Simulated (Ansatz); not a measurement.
## Electronic structure of F$_{4}$H$_{2}$HfO in real space

```csv
atom,x (Å),y (Å),z (Å)
Hf,0.1058,-0.5555,-0.1543
O,0.4367,0.0096,2.1332
H,-0.2942,0.5253,2.5260
F,1.6879,0.4699,-0.5389
F,-1.4631,0.4914,0.3062
F,-0.4252,-1.1754,-1.8937
F,0.4213,-2.2635,0.7133
H,0.5830,-0.7594,2.7178
```

Core potentials replace the inner electrons of Hf.

The calculation used RKS PBE/def2-SVP (Ansatz).

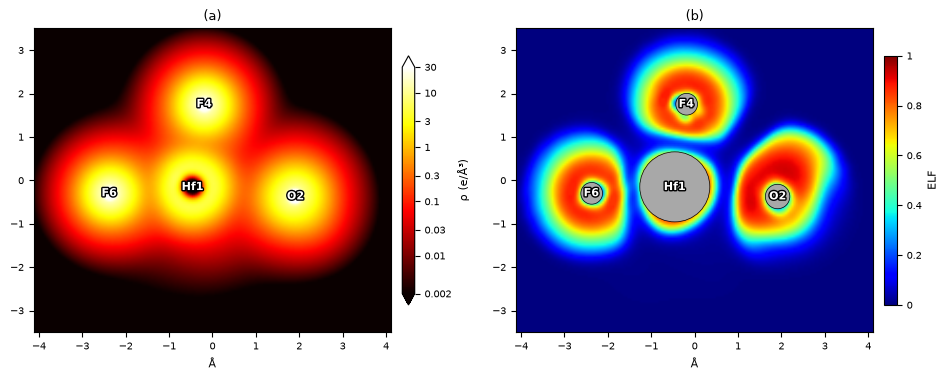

Figure 1. (a) electron density; (b) ELF on the plane of atoms O2, Hf1 and F4. Grey discs cover the atomic cores in the ELF map.

> Describe what can be read from this map.

Atoms in the plane: Hf, O and F. Hf–F (1.92 Å): the density is about 0.86 e/Å³ at the midpoint; the ELF peaks at about 0.85 in the valence shell of F, 0.5 Å from its nucleus, and drops to about 0.20 between the two atoms. Hf–O (2.38 Å): ρ at the midpoint is about 0.31 e/Å³; the ELF peaks at about 0.90 in the valence shell of O, 0.6 Å from its nucleus, and drops to about 0.10 between the two atoms.

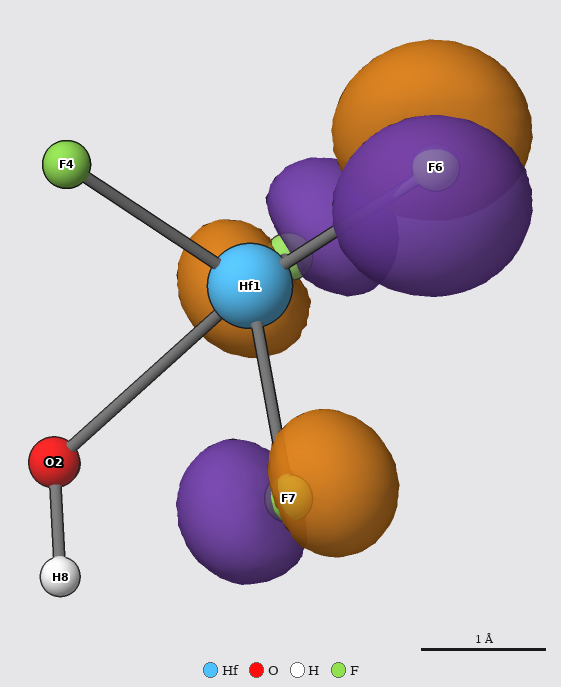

Figure 2. The HOMO−1 at ±0.15 Å⁻³ᐟ² (orange and purple are the two phases), seen at an oblique angle.

> What is the character of this orbital?

Its weight (Hirshfeld) is mainly on F6 (about 60 %), F5 (about 20 %) and F7 (about 20 %). Its energy is −8.95 eV.

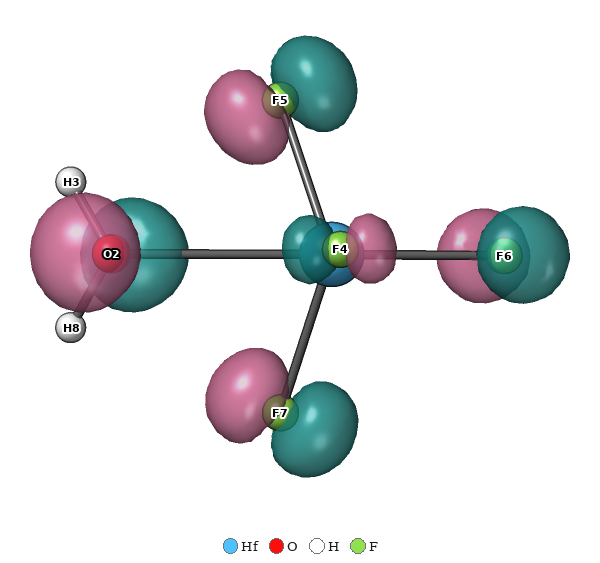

Figure 3. One frontier orbital at ±0.2 Å⁻³ᐟ² (teal and pink are the two phases), seen across its widest extent.

> Which orbital is it: HOMO or LUMO?

The HOMO, at −8.82 eV. It lies mainly on O2 (about 30 %), F5 (about 20 %), F7 (about 20 %), F6 (about 20 %) and F4 (about 5 %); largely a combination of lone pairs on O2, F5, F7, F6 and F4.
